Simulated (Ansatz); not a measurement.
Se: x(Te) = 0.833, 6 atoms, C2

Consider Se (space group P3_121, No. 152; a = 4.506 Å, c = 4.991 Å; made of chains).

The other end (x = 1) is Te (space group P3_121, No. 152; made of chains): 36.43 Å³/atom, gap 0.54 eV.

Perturbation: a fraction x = 0.833 of the Se sites is given to Te, ordered in a cell of 6 atoms (starting symmetry C2) and fully relaxed.

Calculations: r2SCAN in Ansatz (plane waves to 500 eV, PAW, no SOC). Γ-centred 8×8×5 mesh, Fermi–Dirac width 0.05 eV, for the changed cell.

```json
[
 {"quantity": "shortest interatomic distance", "base": "2.375 Å", "changed": "2.612 Å", "shift": "+0.2377 Å"},
 {"quantity": "band gap", "base": "1.33 eV", "changed": "0.67 eV", "shift": "-0.66 eV"},
 {"quantity": "gap character (in this cell's own zone, which can be folded)", "base": "–", "changed": "indirect, Γ–C (40 % along) → Γ–C (60 % along)", "shift": "–"},
 {"quantity": "mixing energy", "base": "–", "changed": "-2 meV/atom", "shift": "–"},
 {"quantity": "deviation of the volume from the linear (Vegard-type) interpolation", "base": "–", "changed": "-0.3 %", "shift": "–"},
 {"quantity": "bowing parameter b of this ordering, from Eg = [1−x] Eg[0] + x Eg[1] − b x [1−x]", "base": "–", "changed": "0.1 eV", "shift": "–"}
]
```

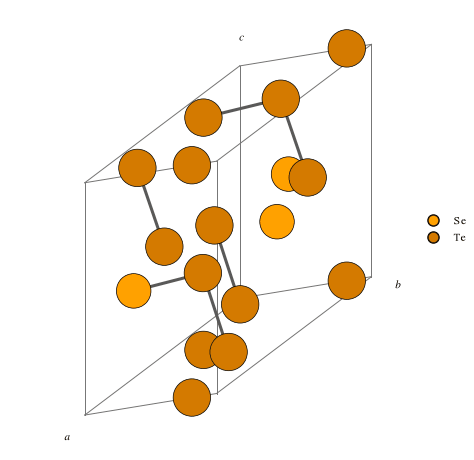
Figure: The relaxed conventional cell after the change

Each cell is one ordered arrangement of few atoms, which overstates ordering effects compared with a random alloy. With Te present, leaving out spin-orbit coupling can change the band edges. Whether these cells are dynamically stable was not tested. No dispersion term is included, though the crystal is made of layers, chains or molecules, so its spacings can come out too wide. Labels are those of the standard path for the cell's own space group.

Ansatz is a first-principles code.
